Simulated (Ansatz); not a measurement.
# UPBE0/aug-cc-pVDZ run of GaCl2O (SMILES [O][Ga]([Cl])[Cl])

Aim: the vertical ionisation energy of GaCl2O at UPBE0/aug-cc-pVDZ, from 2 runs. 

The calculation is run with Ansatz 0.2.0.

47 further runs of the same task are left out: 5 that didn't finish, 42 set aside as unsound or not needed.

## Step 1: The molecule

GaCl2O: 4 atoms, total charge 0, spin state doublet. SMILES: `[O][Ga]([Cl])[Cl]`. The coordinates come from a PBE0-D4/def2-TZVP relaxation.

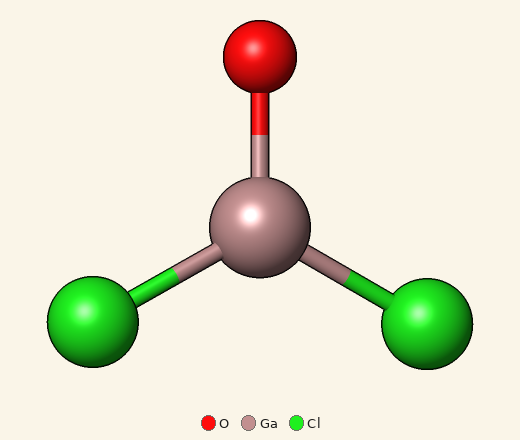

Viewed from a chosen angle; oxygen red, gallium pink, chlorine green.

## Step 2: A single-point energy at UPBE0/aug-cc-pVDZ

File job.yaml:

```yaml
crystal:
  periodic: [false, false, false]
  atoms:
    - {symbol: O, position_ang: [0.746300, 1.055700, 1.312100]}
    - {symbol: Ga, position_ang: [0.035800, 0.016900, 0.034200]}
    - {symbol: Cl, position_ang: [0.760400, -1.952900, -0.180900]}
    - {symbol: Cl, position_ang: [-1.486800, 0.819800, -1.185700]}
basis:
  gaussian: {orbitals: aug-cc-pVDZ}
magnetization: {spin_polarized: true, initial_magnetization: 1}
hamiltonian: {xc: pbe0}
accuracy: high
output: {orbitals: {seedname: orbitals}}
```

Run with:

```console
$ ansatz run job.yaml --threads 1 --pin off --max-ram 3480MiB --events-out events.jsonl --progress --plain --runs-dir runs
```

What it wrote:

```text
Warning: RAYON_NUM_THREADS=1 ignored (pool sized by the plan → 1); use --threads N
Functional definition: PBE0
  name "PBE0"
  parameter a = 0.25
  parameter kappa = 0.804
  parameter beta = 0.06672455060314922
  exchange = (1 - a)*pbe_x(kappa = kappa, mu = beta*pi^2/3) + a*exact_x
  correlation = pbe_c(beta = beta)
2216 factors; integrals over basis functions are off by at most 3.7e-9 eV
mean field evaluation 1: about -79437.9588 eV, gradient 5.2e1 eV
mean field evaluation 2: about -79232.5833 eV, gradient 1.3e2 eV
mean field evaluation 4: about -79450.4051 eV, gradient 2.5e1 eV
mean field evaluation 8: about -79454.1986 eV, gradient 3.9e-1 eV
mean field evaluation 16: about -79454.2719 eV, gradient 1.9e-3 eV
mean field evaluation 32: about -79454.2719 eV, gradient 2.8e-6 eV
mean field -79454.27191853 eV, -2919.8906369663 hartree, gradient 4.4e-8 eV, S^2 0.754523; 2 other end points of the search recorded, 0 dependent functions left out
reference -79454.27192213 eV, -2919.8906370983 hartree; 37, 36 occupied and 76, 77 virtual orbitals, 2216 factors
Total energy: -79454.27192213 eV, -2919.8906370983 hartree
```

Wall time 59 s (1 thread of Arm Neoverse V2, shared host); peak memory 0.72 GiB.

## Step 3: The singlet cation, same level

File molecule.yaml:

```yaml
crystal:
  periodic: [false, false, false]
  atoms:
    - symbol: O
      position_ang: [0.746300, 1.055700, 1.312100]
    - symbol: Ga
      position_ang: [0.035800, 0.016900, 0.034200]
    - symbol: Cl
      position_ang: [0.760400, -1.952900, -0.180900]
    - symbol: Cl
      position_ang: [-1.486800, 0.819800, -1.185700]
basis:
  gaussian:
    orbitals: aug-cc-pVDZ
total_charge: 1
hamiltonian:
  xc: {name: PBE0}
accuracy: high
output: {orbitals: {seedname: orbitals}}
```

Run with:

```console
$ ansatz run molecule.yaml --threads 1 --pin off --max-ram 3480MiB --events-out events.jsonl --progress --plain --runs-dir runs
```

What it wrote:

```text
Warning: RAYON_NUM_THREADS=1 ignored (pool sized by the plan → 1); use --threads N
Functional definition: PBE0
  name "PBE0"
  parameter a = 0.25
  parameter kappa = 0.804
  parameter beta = 0.06672455060314922
  exchange = (1 - a)*pbe_x(kappa = kappa, mu = beta*pi^2/3) + a*exact_x
  correlation = pbe_c(beta = beta)
2215 factors; integrals over basis functions are off by at most 3.7e-9 eV
mean field evaluation 1: about -79414.7238 eV, gradient 9.6e1 eV
mean field evaluation 2: about -79178.6664 eV, gradient 2.1e2 eV
mean field evaluation 4: about -79439.1783 eV, gradient 2.4e1 eV
mean field evaluation 8: about -79440.8807 eV, gradient 9.2e-1 eV
mean field evaluation 16: about -79440.9615 eV, gradient 2.1e-2 eV
mean field evaluation 32: about -79440.9615 eV, gradient 5.9e-6 eV
mean field -79440.96154655 eV, -2919.4014898181 hartree, gradient 4.1e-8 eV, S^2 0.000000; 4 other end points of the search recorded, 0 dependent functions left out
reference -79440.96155246 eV, -2919.4014900351 hartree; 36, 36 occupied and 77, 77 virtual orbitals, 2215 factors
Total energy: -79440.96155246 eV, -2919.4014900351 hartree
```

It took 30 s on 1 thread of Arm Neoverse V2, shared host; peak memory 0.46 GiB.

## Step 4: Summary of results

Level: UPBE0/aug-cc-pVDZ.

| quantity | value |
| --- | --- |
| doublet GaCl2O: total energy | -2919.89064 Eh |
| doublet GaCl2O: HOMO energy (highest over α and β) | -9.50 eV |
| doublet GaCl2O: LUMO energy (lowest over α and β) | -4.88 eV |
| doublet GaCl2O: ⟨S²⟩ | 0.755 |
| singlet cation: total energy | -2919.40149 Eh |
| singlet cation: HOMO energy | -15.95 eV |
| singlet cation: LUMO energy | -14.50 eV |
| singlet cation: HOMO–LUMO gap | 1.45 eV |
| vertical ionisation energy (to the singlet cation) | 13.310 eV |

What this shows: Removing an electron at fixed nuclei costs 13.31 eV (1284 kJ/mol). Only the singlet of the ionised species was computed; a triplet could lie lower.
